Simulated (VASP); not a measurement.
Data:

```xyz
1
Lattice="-1.4435 1.4435 1.4435 1.4435 -1.4435 1.4435 1.4435 1.4435 -1.4435" Properties=species:S:1:pos:R:3 pbc="T T T"
Fe     0.0000     0.0000     0.0000
```
Starting moments (μB, in the order of the record's atoms Fe): 2.2.

Method: vdW-DF2, VASP's PBE PAW potentials (set 64) (plane waves; VASP). Settings: 520 eV cut-off, 20×20×20 Γ-centred mesh, tetrahedra with Blöchl corrections, potentials Fe.

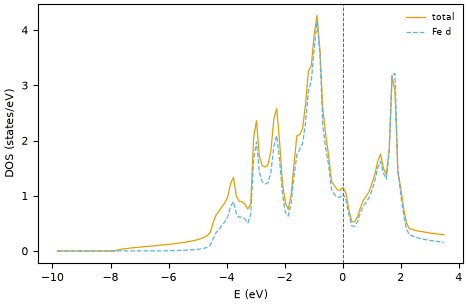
Figure: Total and projected density of states, zero at the Fermi level

Within 2 eV below the Fermi level the largest weight inside VASP's projection spheres is Fe d.

It has no gap at this level: it comes out as a metal or semimetal.

The compound is Fe in the bcc structure. It was relaxed first.
